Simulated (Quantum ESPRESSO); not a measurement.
# Dipole at the next field: Hf2COF MXene, 1 layer

How the rows were computed: Quantum ESPRESSO 7.5, PBE, GBRV ultrasoft; sawtooth field along the normal with dipole correction, ions clamped, threshold 1e-9 Ry; cell area 9.211 Å².

| field (V/Å) | dipole (e Å a cell) |
| --- | --- |
| 0 | −0.09123 |
| 0.1 | −0.06302 |
| 0.2 | −0.03479 |

To predict: What is the dipole at 0.4 V/Å, and what electrostatic thickness 4πα/A follows from the rows?

**Worked estimate.** The slope is (−0.03479 − (−0.09123))/0.2 = 0.2822 e Å²/V, so 4πα/A = 180.95 × 0.2822/9.211 = 5.54 Å. Linear response gives p = −0.09123 + 0.2822 × (0.4) = 0.02165 e Å; a parabola through the three rows gives 0.02173.

What the calculation gave: p = 0.02234 e Å. The line misses by 0.6 % of the induced dipole and the parabola by 0.5 %. The response is linear over this range.

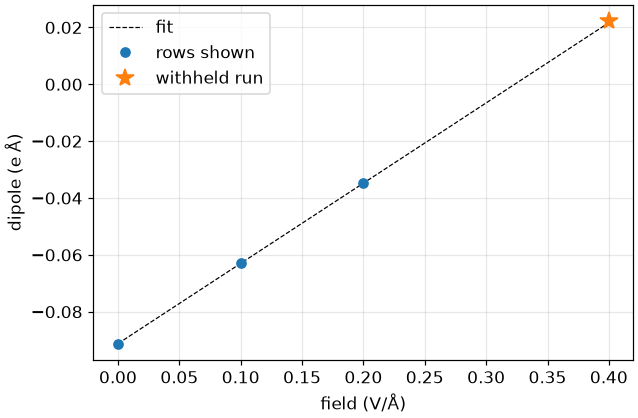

The rows shown, the fit and the withheld run.

**Limits.** Electrons alone respond; local and semilocal functionals tend to overscreen.
